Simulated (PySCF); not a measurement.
# CH9NPSi2 (SMILES CN([SiH3])[SiH]P) (doublet): what the fields show

```xyz
14

C    -0.6492   -0.5660   -1.1229
N    -0.4181    0.1260    0.1229
Si   -1.8318    0.7633    0.9099
Si    1.1387   -0.0445    0.8823
P     2.6761   -0.2543   -0.7349
H    -1.0705   -1.5631   -0.9644
H    -1.3475    0.0000   -1.7409
H     0.2876   -0.6735   -1.6764
H    -1.3506    1.4189    2.1169
H    -2.4712    1.6858   -0.0314
H    -2.7508   -0.3334    1.2319
H     1.3341    1.2457    1.5700
H     2.7180   -1.6390   -0.7340
H     3.7346   -0.1663    0.1488
```

Geometry: GFN2-xTB.

Method: UKS B3LYP, pcH-1 on C H N P Si, non-relativistic, mean-field spin-orbit, GIAO (PySCF 2.14.0, density-fitted response routines).

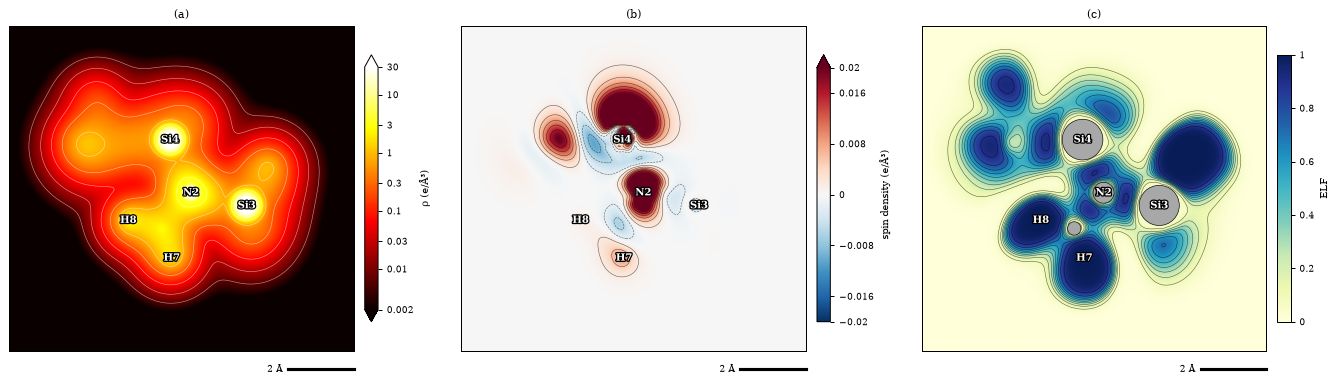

Figure 1. (a) total electron density; (b) spin density (α minus β); (c) ELF on the plane of atoms Si3, N2 and Si4. Grey discs cover the atomic cores in the ELF map.

Read the bonding off the picture.

The plane passes through N, Si and H nuclei. Si–N (1.74 Å): ρ at the midpoint is about 1.1 e/Å³; the ELF peaks at about 0.90 between the atoms, as expected for a shared but strongly polarised pair. The unpaired spin (1 electron) lies mostly on Si4 (about 0.6), P5 (about 0.1) and N2 (about 0.1), in electrons by Hirshfeld's partition.

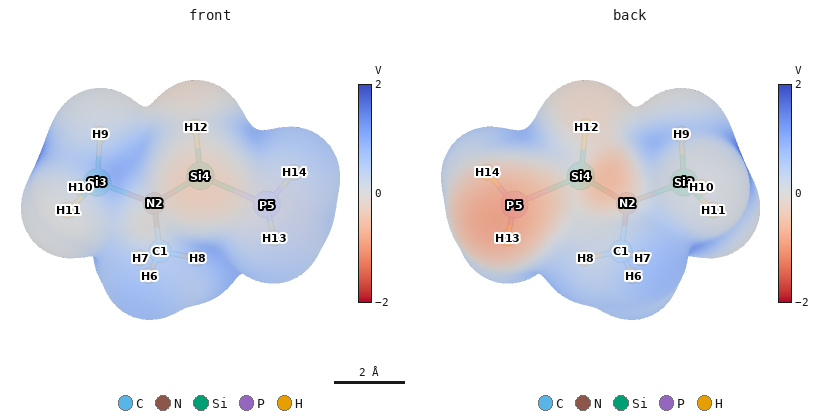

Figure 2. The molecular electrostatic potential painted on the density surface at 0.002 e/bohr³, seen from the front and from behind; red is negative and blue positive.

Where is the surface potential most negative and most positive?

The most negative region (about −0.9 V) lies over P5, the most positive (about +1.4 V) over Si3.
